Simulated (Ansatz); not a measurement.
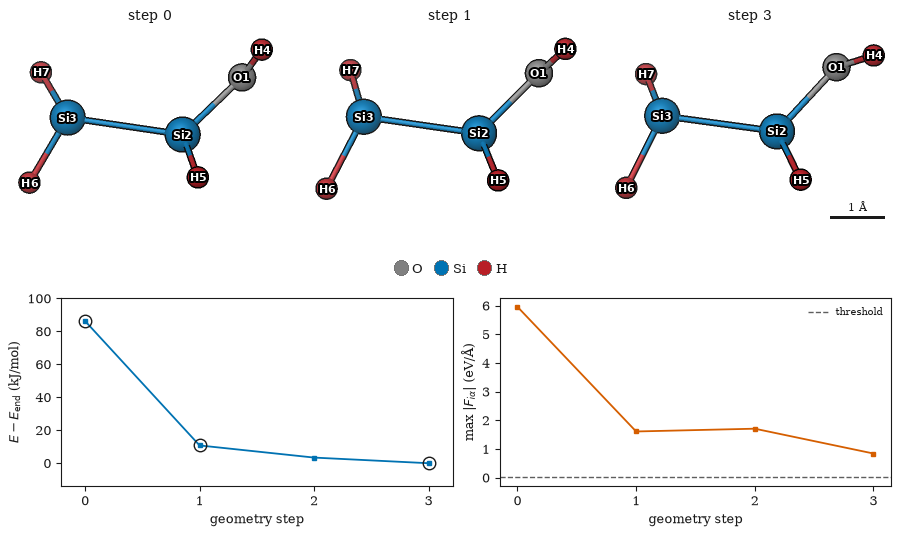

Frames of a relaxation of Si2H4O, marked on the history of the run. A ball-and-stick model, seen at a tilt.

Computed with Ansatz, RKS PBE0-D4/def2-SVP.

Input
```yaml
crystal:
  periodic: [false, false, false]
  atoms:
    - {symbol: O, position_ang: [-1.441342, -0.940809, -0.852602]}
    - {symbol: Si, position_ang: [-0.541785, 0.291643, -0.478506]}
    - {symbol: Si, position_ang: [1.258793, 0.165973, 0.751900]}
    - {symbol: H, position_ang: [-2.182685, -1.136257, -0.441879]}
    - {symbol: H, position_ang: [-1.222109, 1.475991, -0.327403]}
    - {symbol: H, position_ang: [2.220314, 1.170613, 0.438642]}
    - {symbol: H, position_ang: [2.230064, -1.141582, 0.605293]}
basis:
  gaussian: {orbitals: def2-SVP}
hamiltonian: {xc: pbe0, dispersion: d4}
relax: {f_tol: 0.01, max_steps: 5, max_displacement: 0.5}
```

Run as
```bash
ansatz run in.yaml --threads 2 --pin off --events-out ev --progress --plain --max-ram 3481MiB
```

Q: Describe the path.

A: The relaxation stopped without meeting its thresholds, so the last structure isn't shown to be converged. H4 moves most after the best rigid fit: 0.26 Å. By element the largest moves are H 0.26 Å, O 0.22 Å, Si 0.15 Å. Some distances before and after: Si3–H7 1.635 → 1.495 Å, Si2–H5 1.374 → 1.498 Å, O1–H4 0.870 → 0.978 Å, O1–Si2 1.571 → 1.653 Å. Among the angles between lasting bonds that change: H6–Si3–H7 98.2° → 110.9°, Si3–Si2–H5 113.3° → 119.2°, Si2–Si3–H7 119.0° → 113.6°. Groups turn about O1–Si2 by about 30°. Over 3 geometry steps the energy falls by 86.3 kJ/mol. The largest force component goes from 6 to 0.84 eV/Å. From step 0 to 1: H6 moves most (0.23 Å), energy −75.5 kJ/mol. From step 1 to 3: H4 moves most (0.20 Å), energy −10.8 kJ/mol.
